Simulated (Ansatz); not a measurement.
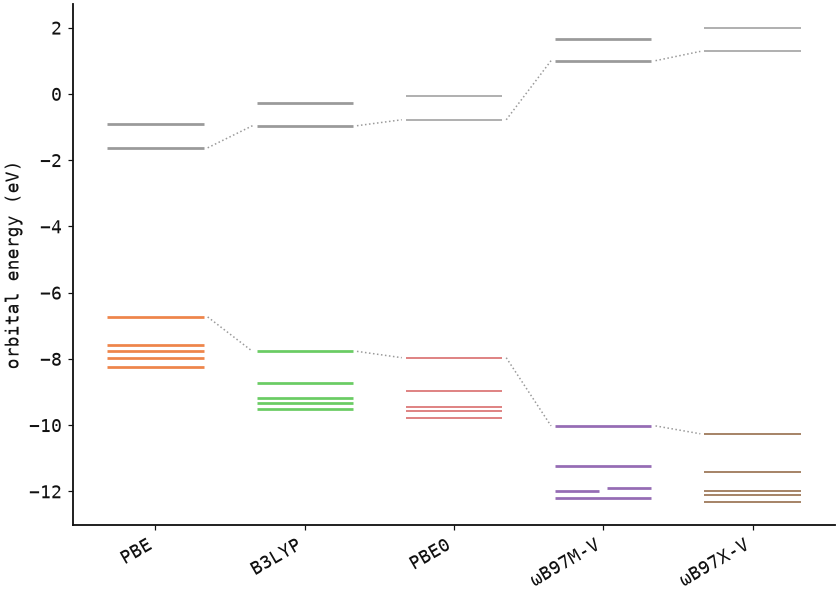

Frontier orbital energies of Si₂H₅O₂Cl, SMILES O[SiH](O)[SiH2]Cl at one geometry, def2-TZVPP, the Ansatz code, at a PBE0-D4/def2-TZVP geometry (no frequency check). Empty levels are grey, levels within 0.1 eV stand side by side; all columns show the same few orbitals around the gap. Dotted lines join the HOMOs and the LUMOs.

> Compare the HOMO-LUMO separations.

The separation grows from 5.11 eV (PBE) to 11.54 eV (ωB97X-V).

```
  level  HOMO (eV)  LUMO (eV)  separation (eV)
    PBE      −6.74      −1.63             5.11
  B3LYP      −7.77      −0.96             6.81
   PBE0      −7.97      −0.78             7.18
ωB97M-V     −10.02       1.00            11.03
ωB97X-V     −10.26       1.28            11.54
```

Caveats, for all or some of the runs: empty levels above zero depend strongly on the basis; one conformer of a flexible molecule.
